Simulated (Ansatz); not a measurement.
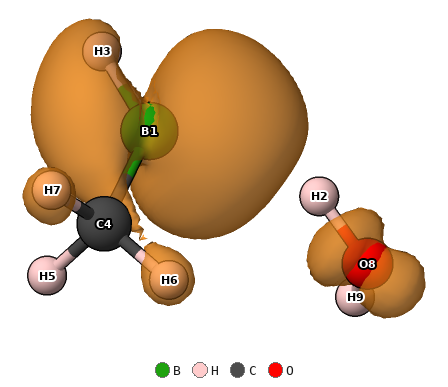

*CH4B···H2O (doublet). Isosurfaces of the spin density (α minus β) at +0.02 (orange) and −0.02 e/Å³ (purple), seen at a tilt.*

The calculation used UKS revPBE-D4/6-31G* (Ansatz).

```xyz
9

B     0.2096   -0.1502   -0.3260
H     0.0474    0.2429    1.8230
H     1.1376   -0.4537   -1.0344
C    -1.2903    0.0150   -0.6759
H    -1.6745   -1.0120   -0.8724
H    -1.9037    0.4464    0.1315
H    -1.4463    0.5735   -1.6206
O    -0.5516    0.2383    2.6145
H    -0.5172   -0.7014    2.8867
```

### Describe the spin distribution.

The unpaired spin (1 electron) lies mostly on B1 (about 0.7) and H2 (about 0.1), in electrons by Hirshfeld's partition.
